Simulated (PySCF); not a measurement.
# GeF4: stationary points from several starts, part 1 of 2

Aim: find the stationary points of GeF4 from tetrahedral and square planar starts in the singlet state, tell minima from saddle points, and describe the lowest.

Program: PySCF 2.14.0. Level of theory: B3LYP, basis Ge def2-TZVP, F def2-TZVP, no relativity, density fitting. These are calculated values, not measurements.

### 1 Starting geometry

5 atoms, charge 0, spin multiplicity 1.

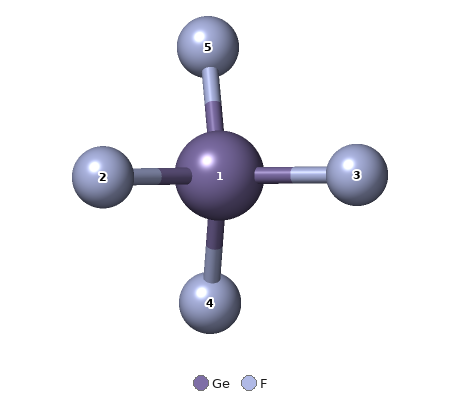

Start geometry, drawn with germanium purple, fluorine light blue; atoms are numbered from 1 in the order of the file.

Coordinates in bohr (charge 0 multiplicity 1):
```
Ge    0.0000    0.0000    0.0000
F     2.8546    0.0000    2.0182
F    -2.8546    0.0000    2.0182
F     0.0000    2.8546   -2.0182
F     0.0000   -2.8546   -2.0182
```

### 2 First SCF at the start

One driver script runs all steps and calls PySCF; scf.py shows how it sets up the SCF of each step. The optimiser is the driver's own. After this first run the driver tries any further starts and a stability analysis.

Input file scf.py:

```python
from pyscf import gto, scf, dft
mol = gto.M(atom='''
Ge     0.000000     0.000000     0.000000
F      1.510600     0.000000     1.068000
F     -1.510600     0.000000     1.068000
F      0.000000     1.510600    -1.068000
F     -0.000000    -1.510600    -1.068000''',
    basis={'Ge': 'def2-TZVP', 'F': 'def2-TZVP'},
    charge=0, spin=0)
mf = dft.RKS(mol, xc='B3LYP')
mf.grids.atom_grid = (50, 194)
aux = {'Ge': 'def2-universal-JKFIT', 'F': 'def2-universal-JKFIT'}
mf = mf.density_fit(auxbasis=aux)
mf.conv_tol = 1e-08
mf.diis_space = 10
mf.max_cycle = 60
mf.init_guess = 'minao'
mf.verbose = 4
mf.kernel()
```

Started as:

```
$ OMP_NUM_THREADS=4 python axn.py task.json out
```

The log of the run:

```text
init E= -2475.98765060335
  HOMO = -0.496170546834131  LUMO = -0.179995965414982  gap/eV = 8.60355
cycle= 1 E= -2476.3965106854  delta_E= -0.409  |g|= 1.45  |ddm|= 2.09
  HOMO = -0.334662889778653  LUMO = -0.158072765364182  gap/eV = 4.80526
cycle= 2 E= -2475.42320592379  delta_E= 0.973  |g|= 2.99  |ddm|= 2.31
  HOMO = -0.456623154541099  LUMO = -0.185998704142719  gap/eV = 7.36407
cycle= 3 E= -2476.70838332101  delta_E= -1.29  |g|= 0.149  |ddm|= 1.55
  HOMO = -0.444072623837955  LUMO = -0.173333832244424  gap/eV = 7.36718
cycle= 4 E= -2476.70923288062  delta_E= -0.00085  |g|= 0.0885  |ddm|= 0.0817
  HOMO = -0.44904538931281  LUMO = -0.175273472011128  gap/eV = 7.44971
cycle= 5 E= -2476.71011124968  delta_E= -0.000878  |g|= 0.00489  |ddm|= 0.0318
  HOMO = -0.449187690357513  LUMO = -0.174922772439203  gap/eV = 7.46313
cycle= 6 E= -2476.71011596033  delta_E= -4.71e-06  |g|= 0.000534  |ddm|= 0.00422
  HOMO = -0.449230463894776  LUMO = -0.175009417988726  gap/eV = 7.46193
cycle= 7 E= -2476.71011601719  delta_E= -5.69e-08  |g|= 8.25e-05  |ddm|= 0.000529
  HOMO = -0.449218565271699  LUMO = -0.174993841390631  gap/eV = 7.46203
cycle= 8 E= -2476.71011601818  delta_E= -9.81e-10  |g|= 1.55e-05  |ddm|= 5.38e-05
  HOMO = -0.449216743749625  LUMO = -0.174993676174239  gap/eV = 7.46199
Extra cycle  E= -2476.71011601812  delta_E= 5.59e-11  |g|= 2.42e-05  |ddm|= 2.21e-05
converged SCF energy = -2476.71011601812
```

This step, with its further starts and checks, ran for 24 s (4 threads of Intel Xeon Platinum 8259CL at 2.50GHz (Skylake/Cascade Lake), shared host).

No lower closed-shell solution turned up in the test of internal stability.

### 3 Tetrahedral start, singlet: relaxation

The program finds Td symmetry in the start, which this walk keeps. The walk stops when the largest gradient is under 0.0003 Eh/bohr and the energy has settled too.

scf.py: that of step 2 with these lines changed.

```diff
@@ -4,4 +4,4 @@
-F      1.510600     0.000000     1.068000
-F     -1.510600     0.000000     1.068000
-F      0.000000     1.510600    -1.068000
-F     -0.000000    -1.510600    -1.068000''',
+F      1.510527    -0.000000     1.068104
+F     -1.510527    -0.000000     1.068104
+F     -0.000000     1.510527    -1.068104
+F     -0.000000    -1.510527    -1.068104''',
@@ -17 +16,0 @@
-mf.init_guess = 'minao'
```

Energy and gradient, step by step:

```
step   energy (Eh)  change (kJ/mol)  largest symmetric gradient (Eh/bohr)
   0  -2476.710116             0.00                               0.05447
   1  -2476.753032          -112.68                               0.00654
   2  -2476.753293          -113.36                               0.00369
   3  -2476.753402          -113.65                               0.00013
   4  -2476.753402          -113.65                               0.00000
```

The walk took 26 s.

Positions (Å) and forces (eV/Å) along the way:

```
step 0
Ge   0.000   0.000   0.000   0.000   0.000   0.000
F    1.511   0.000   1.068  -2.810   0.000  -1.968
F   -1.511   0.000   1.068   2.810   0.000  -1.968
F    0.000   1.511  -1.068   0.000  -2.810   1.968
F    0.000  -1.511  -1.068   0.000   2.810   1.968
step 1
Ge   0.000   0.000   0.000   0.000   0.000   0.000
F    1.399   0.000   0.989  -0.346   0.000  -0.224
F   -1.399   0.000   0.989   0.346   0.000  -0.224
F    0.000   1.399  -0.989   0.000  -0.346   0.224
F    0.000  -1.399  -0.989   0.000   0.346   0.224
step 2
Ge   0.000   0.000   0.000   0.000   0.000   0.000
F    1.384   0.000   0.979   0.180   0.000   0.148
F   -1.384   0.000   0.979  -0.180   0.000   0.148
F    0.000   1.384  -0.979   0.000   0.180  -0.148
F    0.000  -1.384  -0.979   0.000  -0.180  -0.148
step 3
Ge   0.000   0.000   0.000   0.000   0.000   0.000
F    1.390   0.000   0.983  -0.016   0.000   0.009
F   -1.390   0.000   0.983   0.016   0.000   0.009
F    0.000   1.390  -0.983   0.000  -0.016  -0.009
F    0.000  -1.390  -0.983   0.000   0.016  -0.009
step 4
Ge   0.000   0.000   0.000   0.000   0.000   0.000
F    1.389   0.000   0.982  -0.010   0.000   0.014
F   -1.389   0.000   0.982   0.010   0.000   0.014
F    0.000   1.389  -0.982   0.000  -0.010  -0.014
F    0.000  -1.389  -0.982   0.000   0.010  -0.014
```

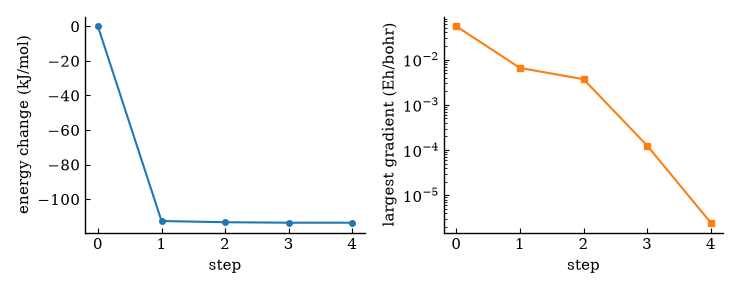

How energy and gradient fall.

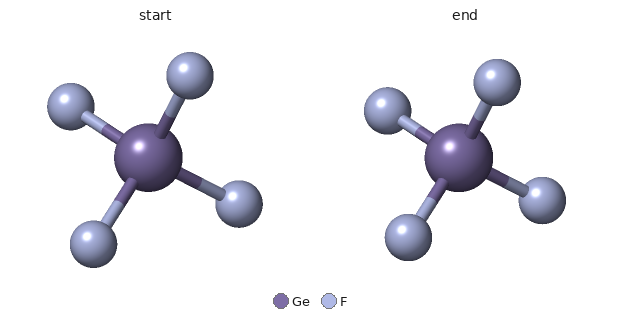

Start and end of the relaxation.

It settles in Td symmetry, 113.6 kJ/mol below the start, after 4 steps: Ge–F 1.702 Å (×4); F–Ge–F 109.5° (×6).

### 4 Vibrations and properties at this point

On the finer grid the gradient is checked again; gradients at displacements of ±0.02 bohr then give force constants and infrared intensities.

scf.py: that of step 3 with these lines changed.

```diff
@@ -3,5 +3,5 @@
-Ge     0.000000     0.000000     0.000000
-F      1.510527    -0.000000     1.068104
-F     -1.510527    -0.000000     1.068104
-F     -0.000000     1.510527    -1.068104
-F     -0.000000    -1.510527    -1.068104''',
+Ge    -0.000000     0.000000    -0.000000
+F      1.389488    -0.000000     0.982516
+F     -1.389488     0.000000     0.982516
+F     -0.000000     1.389488    -0.982516
+F      0.000000    -1.389488    -0.982516''',
@@ -11 +11 @@
-mf.grids.atom_grid = (50, 194)
+mf.grids.atom_grid = (75, 302)
@@ -14 +14 @@
-mf.conv_tol = 1e-08
+mf.conv_tol = 1e-10
```

The driver hands on the density of the step before, so the log starts near convergence.

Log of the central SCF (cycles and frontier levels):

```text
init E= -2476.75380529301
  HOMO = -0.454053670371804  LUMO = -0.085948415901079  gap/eV = 10.01665
cycle= 1 E= -2476.75380529299  delta_E= 1.91e-11  |g|= 5.05e-06  |ddm|= 3.67e-06
  HOMO = -0.454052810622698  LUMO = -0.0859482105454177  gap/eV = 10.01664
Extra cycle  E= -2476.75380529298  delta_E= 8.19e-12  |g|= 8.3e-06  |ddm|= 5.74e-06
converged SCF energy = -2476.75380529298
```

The whole step took 52 s.

Geometry: Td; Ge–F 1.702 Å (×4); F–Ge–F 109.5° (×6).

Modes, for the most abundant isotopes:

| symmetry | ω (cm⁻¹) | IR (km/mol) | type |
| --- | --- | --- | --- |
| e | 196 | 0.0 | bend |
| t2 | 263 | 128 | bend |
| a1 | 712 | 0.0 | stretch |
| t2 | 780 | 329 | stretch |

Every mode is real; the point is a minimum.

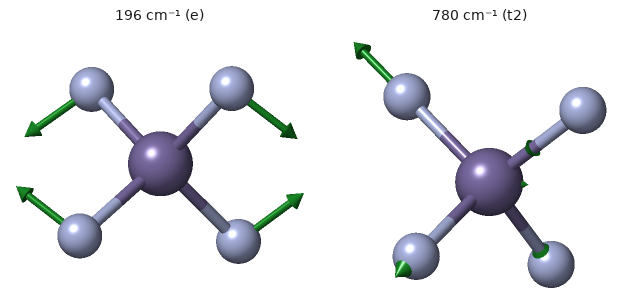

Displacements of 2 of the modes, as arrows (one member where a mode is degenerate).

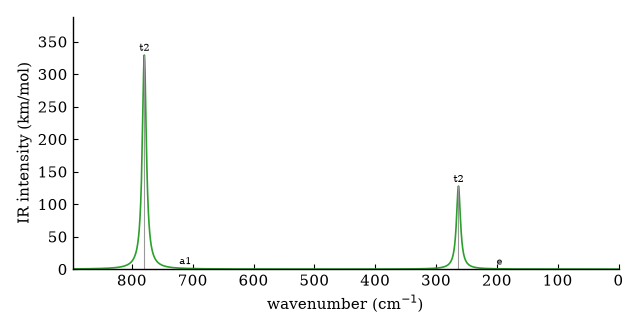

The harmonic infrared spectrum (widths in cm⁻¹). Lines are broadened to a width of 8 cm⁻¹ (Lorentzian).

Constants and moments:

```
Dipole moment                                                   : 0.00 D
Highest occupied level                                          : -12.36 eV
Lowest empty level                                              : -2.34 eV
Rotational constants                                            : 0.1149, 0.1149, 0.1149 cm⁻¹
Zero-point energy                                               : 25.3 kJ/mol
Principal polarisabilities                                      : 24.2, 24.2, 24.2 bohr³
Atomisation energy without zero-point energy                    : 1859 kJ/mol
Principal traceless quadrupole moments about the centre of mass : 0.00, 0.00, 0.00 D Å
Entropy at 298.15 K and 1 bar                                   : 304.2 J/(mol K)
Heat capacity Cp at 298.15 K                                    : 82.5 J/(mol K)
Enthalpy at 298.15 K above 0 K                                  : 17.53 kJ/mol
Rotational symmetry number                                      : 12
```

Populations by atom (charges in e):

```tsv
atom	Mulliken	Löwdin	polar tensor	Mayer order to Ge1
Ge1	1.25	0.30	2.36	–
F2,3,4,5	-0.31	-0.08	-0.59	1.05
```

Outer orbital energies (eV). occupied: -12.97, -12.97, -12.76, -12.76, -12.76, -12.36, -12.36, -12.36; empty: -2.34, 1.29, 1.29, 1.29.

Mulliken populations on Ge1: s 6.83, p 13.21, d 10.52, f 0.19.

### 5 Relaxing the singlet from the square planar start

The program finds D4h symmetry in the start, which this walk keeps. The walk stops when the largest gradient is under 0.0003 Eh/bohr and the energy has settled too.

scf.py: that of step 4 with these lines changed.

```diff
@@ -3,5 +3,5 @@
-Ge    -0.000000     0.000000    -0.000000
-F      1.389488    -0.000000     0.982516
-F     -1.389488     0.000000     0.982516
-F     -0.000000     1.389488    -0.982516
-F      0.000000    -1.389488    -0.982516''',
+Ge     0.000000     0.000000     0.000000
+F      1.850000     0.000000     0.000000
+F      0.000000     1.850000     0.000000
+F     -1.850000     0.000000     0.000000
+F      0.000000    -1.850000     0.000000''',
@@ -11 +11 @@
-mf.grids.atom_grid = (75, 302)
+mf.grids.atom_grid = (50, 194)
@@ -14 +14 @@
-mf.conv_tol = 1e-10
+mf.conv_tol = 1e-08
```

The optimiser's trace:

```csv
step,energy (Eh),change (kJ/mol),largest symmetric gradient (Eh/bohr)
0,-2476.654354,0.00,0.05492
1,-2476.683044,-75.33,0.00211
2,-2476.683066,-75.38,0.00090
3,-2476.683071,-75.40,0.00001
```

The walk took 21 s.

Geometry (Å) and forces (eV/Å) at some steps:

```
step 0
Ge   0.000   0.000   0.000   0.000   0.000   0.000
F    1.850   0.000   0.000  -2.824   0.000   0.000
F    0.000   1.850   0.000   0.000  -2.824   0.000
F   -1.850   0.000   0.000   2.824   0.000   0.000
F    0.000  -1.850   0.000   0.000   2.824   0.000
step 1
Ge   0.000   0.000   0.000   0.000   0.000   0.000
F    1.731   0.000   0.000  -0.108   0.000   0.000
F    0.000   1.731   0.000   0.000  -0.108   0.000
F   -1.731   0.000   0.000   0.108   0.000   0.000
F    0.000  -1.731   0.000   0.000   0.108   0.000
step 2
Ge   0.000   0.000   0.000   0.000   0.000   0.000
F    1.726   0.000   0.000   0.046   0.000   0.000
F    0.000   1.726   0.000   0.000   0.046   0.000
F   -1.726   0.000   0.000  -0.046   0.000   0.000
F    0.000  -1.726   0.000   0.000  -0.046   0.000
step 3
Ge   0.000   0.000   0.000   0.000   0.000   0.000
F    1.727   0.000   0.000   0.000   0.000   0.000
F    0.000   1.727   0.000   0.000   0.000   0.000
F   -1.727   0.000   0.000   0.000   0.000   0.000
F    0.000  -1.727   0.000   0.000   0.000   0.000
```

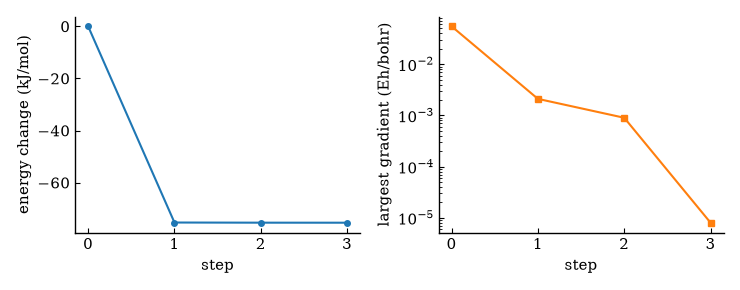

Energy and largest gradient along the walk.

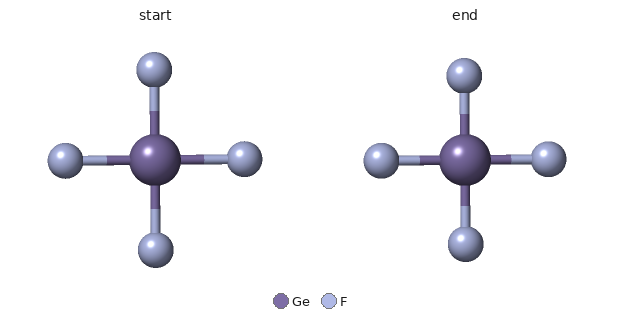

Start and end of the relaxation.

After 3 steps and 75.4 kJ/mol it ends at D4h: Ge–F 1.727 Å (×4); F–Ge–F 90.0° (×4), F–Ge–F 180.0° (×2).

(Continued in part 2 of 2.)
